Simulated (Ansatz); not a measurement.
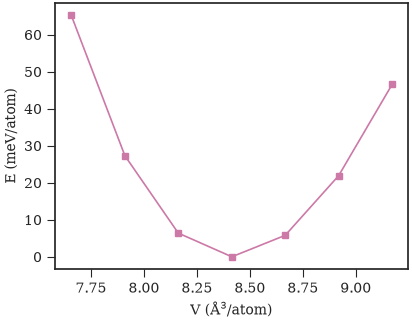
Figure. NiC (rock salt, space group No. 225) under volume change, PBE in the plane-wave PAW code Ansatz, scaled uniformly.

**Question.** What does a third-order Birch–Murnaghan fit give for V₀, B₀ and B′?

**Answer.** V₀ = 8.41 Å³/atom, B₀ = 257 GPa, B′ = 4.6.

Space group Fm-3m (rock salt). The start of the workflow was typed in or built on a structure type; neither database checked (COD, Materials Project) lists it. Its standing as an ambient phase is unchecked. The PBE relaxation kept the symmetry of its start; its stability against distortions is not shown here. The workflow began spin-polarised and lost its moments. Its formation energy is positive at this level, so the cell may be metastable or incomplete.

Potentials: the earlier of the program's two PAW sets.
